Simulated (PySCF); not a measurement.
Si(Me)2(NHMe)2, C₄H₁₄N₂Si, SMILES CN[Si](C)(C)NC at its GFN2-xTB optimised geometry (Å):

```
21

C     -2.1479    -1.5087    -1.9114
N     -0.7752    -1.4299    -1.4760
Si    -0.2691    -0.6912     0.0000
C      1.6288    -0.6912     0.0000
C     -0.9462     1.0963     0.0000
N     -0.7798    -1.6253     1.3737
C     -0.3467    -1.3847     2.7326
H     -2.1919    -1.6075    -2.9983
H     -2.6892    -2.3537    -1.4682
H     -2.6576    -0.5916    -1.6277
H     -0.2461    -2.2300    -1.7864
H      2.0232    -1.6787     0.2132
H      2.0172    -0.0125     0.7511
H      2.0219    -0.3745    -0.9593
H     -0.5070     1.6787     0.8048
H     -2.0232     1.1141     0.1427
H     -0.7300     1.6091    -0.9315
H     -1.7230    -1.9862     1.3528
H      0.6939    -1.0717     2.7148
H     -0.9321    -0.6052     3.2339
H     -0.4242    -2.3036     3.3177
```

Computed with CAM-B3LYP/def2-SVP in PySCF.

Map of the electrostatic potential (hartree/e), clipped to [-0.08, 0.12] on the plane z = 0.6 Å:

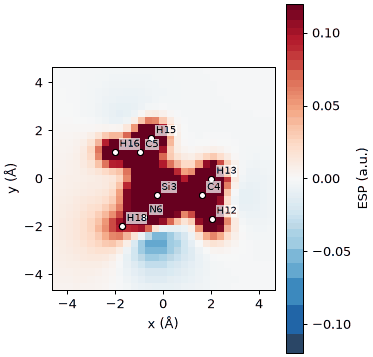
Figure. Electrostatic potential (hartree/e), clipped to [-0.08, 0.12] on the plane z = 0.6 Å.
